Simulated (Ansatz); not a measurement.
The figure comes from a scan of GaCuSe2 (chalcopyrite): the cell is scaled evenly about its relaxed volume V₀. Calculation: PBE (plane waves to 420 eV, PAW, scalar-relativistic; Ansatz, a program for electronic structure). k mesh 8×8×8 (Γ-centred), Fermi-Dirac smearing 0.05 eV. E stands for the smeared free energy. At this level the bands of GaCuSe2 touch or barely overlap; measurements give the solid a gap. GaCuSe2 is run without spin polarisation. GaCuSe2 was relaxed with its symmetry unable to fall. The PAW data are Ansatz's earlier set. ΔE is measured from the relaxed starting cell.

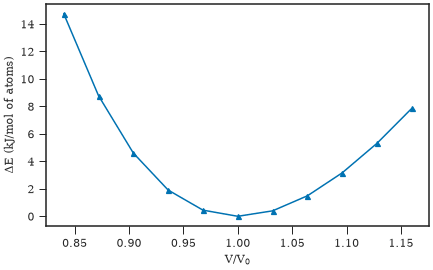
Fig. 1. ΔE (kJ/mol of atoms) against V/V₀; markers are the computed points, lines only join them.

Task: List the plotted points as numbers.

Result: To the nearest 0.2:

```
V/V₀   ΔE (kJ/mol of atoms)
-----  --------------------
0.840                  14.8
0.872                   8.8
0.904                   4.6
0.936                   2.0
0.968                   0.4
1.000                   0.0
1.032                   0.4
1.064                   1.4
1.096                   3.2
1.128                   5.4
1.160                   7.8
```

(Under strain, the slope of the energy per volume gives the stress and its curvature an elastic modulus.)
